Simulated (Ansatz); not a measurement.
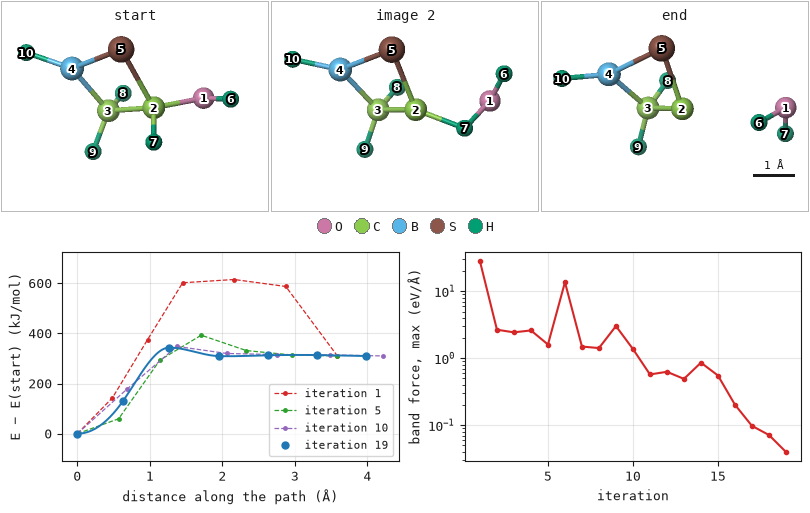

A nudged-elastic-band calculation for C₂H₅BOS. Images are numbered from 0 (start) to 6 (end). The plot follows the band through its iterations. Style: ball-and-stick. Shown from a free direction.

Theory: Ansatz, RKS PBE0-D4/def2-SVP. Run with 5 movable images; climbing image; force threshold 0.05 eV/Å; iteration limit 60; starting path through a guess of the saddle point.

> Judge this run.

The run is converged, with reservations. The band converged in 19 iterations. The largest component of the band force went from 28 to 0.04 eV/Å. The climbing image converged on the top of the path. Its vibrational analysis gives one imaginary mode (1130i cm⁻¹), as a transition state must have. The first iteration put the highest image at 615.0 kJ/mol. The energy climbs by 343.5 kJ/mol to image 2 and then falls by 33.3 kJ/mol, so the end point sits at +310.2 kJ/mol.

Cost: 3.2 min on 2 threads of Arm Neoverse V2, on a shared host, peak memory 0.21 GiB.
